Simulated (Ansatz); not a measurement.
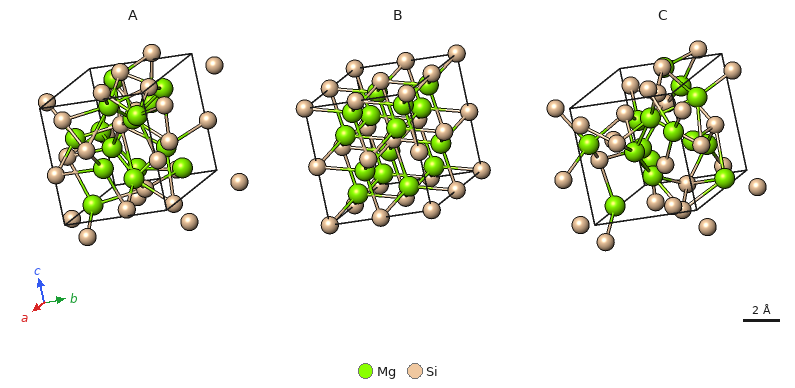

Molecular dynamics of Mg$_{2}$Si with a Mg vacancy (23 atoms in the cell), 510 fs long. 3 frames in shuffled order; frame B is the first. A ball-and-stick model of the reduced simulation cell, seen slightly off an axis. Atoms are followed out of the cell. Bonds to atoms that aren't drawn are left out. Lengths and directions refer to the drawn axes.

All numbers below come from Ansatz 0.2.0, DFT LDA, scalar-relativistic, plane waves, PAW. Run with plane-wave cutoff 420 eV; k-point mesh 1 × 1 × 1; Fermi-Dirac smearing 0.05 eV; low-accuracy preset; Langevin thermostat (NVT); set temperature 900 K; time step 3 fs; friction 0.005 per fs.

Question: Put the frames in order of time.

Answer: B, A, C, at 0 fs, 150 fs, 510 fs; the root-mean-square distance from the start grows as 0.00, 0.88, 1.74 Å. Root-mean-square distances from the starting positions over the second half, with the common drift of all atoms taken out: Si 1.61 Å, Mg 1.47 Å. That is a large part of the typical shortest distance between atoms in the first frame, about 2.8 Å and still growing: the atoms leave their places as in a liquid, so the crystal loses its order. Bond changes: 3 Si–Si bonds form between 117 fs and 252 fs.

Limits of the set-up: the program's low-accuracy preset was used.

Cost: 6.9 min on 1 thread of Intel(R) Xeon(R) Platinum 8488C (Sapphire Rapids) (shared host), peak memory 0.67 GiB.
